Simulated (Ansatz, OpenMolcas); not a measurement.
# A ladder of methods for C2H7AlO (SMILES C[CH2][AlH][OH])

C2H7AlO has 11 atoms, charge 0, and is taken as a singlet. As SMILES, `C[CH2][AlH][OH]`. The coordinates come from a PBE0-D4/def2-TZVP relaxation. This is one conformer, not always the lowest.

```
atom    x (Å)    y (Å)    z (Å)
   C  -1.1116   0.8294   0.1064
   C   0.1759   0.3880   0.8020
  Al   1.2545  -0.9479  -0.1378
   O   0.7626  -1.5768  -1.6393
   H  -1.7910  -0.0119  -0.0587
   H  -1.6626   1.5750   0.6876
   H  -0.9106   1.2733  -0.8729
   H  -0.0493  -0.0100   1.8007
   H   0.8188   1.2568   0.9979
   H   2.6223  -1.5227   0.4124
   H  -0.0438  -1.3101  -2.0778
```

Each level gives the energy change with the C1–C2 bond stretched from 1.529 to 1.987 Å (eV). The values are calculated.

```
                                            level                   kind     program  value (eV)  CPU time (all runs)
  SVWN5/6-31G* (spherical functions) (restricted)                    LDA  OpenMolcas        1.52                 61 s
   BLYP/6-31G* (spherical functions) (restricted)                    GGA      Ansatz        1.19                 10 s
  M06-L/6-31G* (spherical functions) (restricted)               meta-GGA  OpenMolcas        1.49              1.9 min
 r2SCAN/6-31G* (spherical functions) (restricted)               meta-GGA  OpenMolcas        1.41              1.8 min
  B3LYP/6-31G* (spherical functions) (restricted)          global hybrid      Ansatz        1.36                 13 s
r2SCAN0/6-31G* (spherical functions) (restricted)        hybrid meta-GGA      Ansatz        1.54                 22 s
  B3LYP/6-31G* (Cartesian functions) (restricted)          global hybrid      Ansatz        1.36                 13 s
   CCSD/6-31G* (spherical functions) (restricted)  coupled cluster or CI      Ansatz        1.46                 15 s
```

The first shape isn't each level's own minimum. The values span 1.19 to 1.54 eV. Times are those of the runs behind each value, whatever else they computed, on shared processors of several kinds: orders of magnitude only.

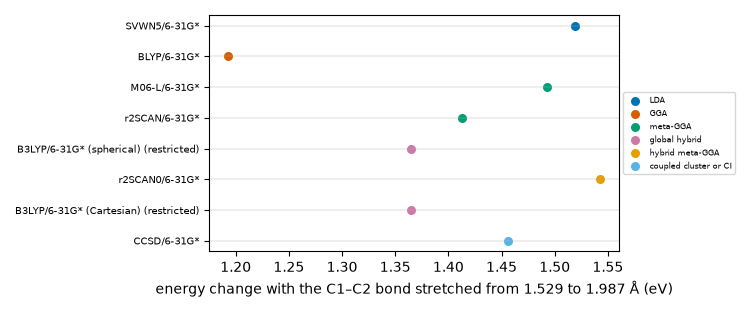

The values of the table, level by level.
